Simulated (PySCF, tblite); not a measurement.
**C₆H₁₁FS₂Si: geometry, infrared bands and NMR shifts**

Wanted: the infrared bands and NMR shifts of C₆H₁₁FS₂Si (`CS[SiH](SC)C1=CC[C@@H]1F`), by calculation.

Computed with tblite 0.8.0 and PySCF 2.14.0, with density-fitted response routines of our own, on a single molecule in the gas phase. Atoms count from 0, in the outputs and in this text.

## 1. Starting geometry

21 atoms, charge 0, multiplicity 1; geometry from: force field or distance geometry start.

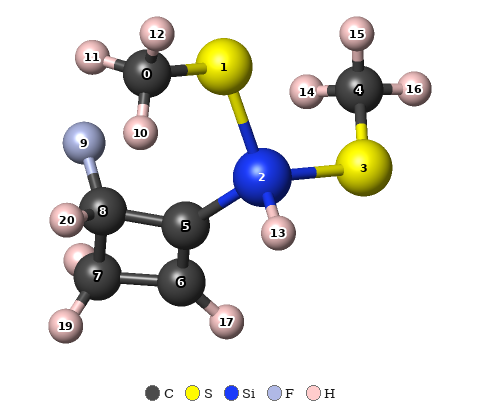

As it starts; carbon dark grey, sulfur yellow, silicon blue, fluorine light blue, hydrogen pink, atoms numbered.

## 2. Geometry optimisation with GFN2-xTB

The job: settings as JSON, then the geometry in Å.

```
{"job": {"kind": "relax", "xc": "GFN2-xTB", "basis": "xTB"}, "charge": 0, "multiplicity": 1}
C      0.984100     3.111500    -0.276100
S      1.756200     1.489700    -0.254900
Si     0.868700     0.161100     1.165500
S      1.986500    -1.635500     1.368000
C      2.507100    -2.330300    -0.208700
C     -0.871900    -0.311400     0.652700
C     -1.746600    -1.236300     0.945900
C     -2.801500    -0.776600     0.038400
C     -1.797500     0.277300    -0.302000
F     -1.446600     0.096900    -1.641400
H      0.354400     3.317600     0.622800
H      0.345900     3.147900    -1.191500
H      1.736400     3.899900    -0.316900
H      0.713000     0.753700     2.504800
H      1.671800    -2.482100    -0.923400
H      3.217000    -1.626800    -0.690200
H      3.081500    -3.262800    -0.010800
H     -1.695300    -2.089400     1.657300
H     -3.079300    -1.471000    -0.775300
H     -3.653700    -0.339400     0.594300
H     -2.138900     1.322800    -0.076900
```

On the command line:

```console
> OMP_NUM_THREADS=1 python probes_run.py task.json out
```

The driver reads the jobs from task.json and runs them one after another.

**Question.** This job is followed by: GFN2-xTB harmonic vibrations, gas phase; GIAO PBE0/pcSseg-1 NMR shielding, non-relativistic, gas phase. Predict these results of the whole session: strongest single infrared mode (GFN2-xTB); zero-point energy (GFN2-xTB); 13C shifts against TMS (PBE0/pcSseg-1); 1H shifts against TMS (PBE0/pcSseg-1, means over atoms taken as alike); 33S shifts against CS2 (PBE0/pcSseg-1); 29Si shifts against TMS (PBE0/pcSseg-1); 19F shifts against CFCl3 (PBE0/pcSseg-1).

**Answer**, as computed:

| quantity | value |
| --- | --- |
| strongest single infrared mode (GFN2-xTB) | 624 cm⁻¹, 279 km/mol |
| zero-point energy (GFN2-xTB) | 96.6 kcal/mol |
| 13C shifts against TMS (PBE0/pcSseg-1) | 163.3, 163.1, 89.8, 43.6, 13.5, 11.6 ppm |
| 1H shifts against TMS (PBE0/pcSseg-1, means over atoms taken as alike) | 7.32, 5.35, 5.30, 3.08, 2.97, 2.20, 2.16 ppm |
| 33S shifts against CS2 (PBE0/pcSseg-1) | -184, -200 ppm |
| 29Si shifts against TMS (PBE0/pcSseg-1) | -7.7 ppm |
| 19F shifts against CFCl3 (PBE0/pcSseg-1) | -198.2 ppm |

In words: The optimisation took 204 steps and gained 0.811 eV; among the close pairs (by a distance rule), C5–C8 changed most, from 1.454 to 1.517 Å. All 57 modes are real, so the xTB geometry is a minimum. The strongest single mode, at 624 cm⁻¹, moves mainly H13. GFN2-xTB is a fitted tight-binding method: band positions and strengths are rough. Its intensities can rank the bands wrongly. The most deshielded hydrogen is H17 (hydrogen on an alkene CH), at 7.32 ppm: attached to an sp2 carbon and in the plane of the double bond. At PBE0/pcSseg-1: The largest span, 266 ppm, is at C6, where the paramagnetic term is -230 ppm.
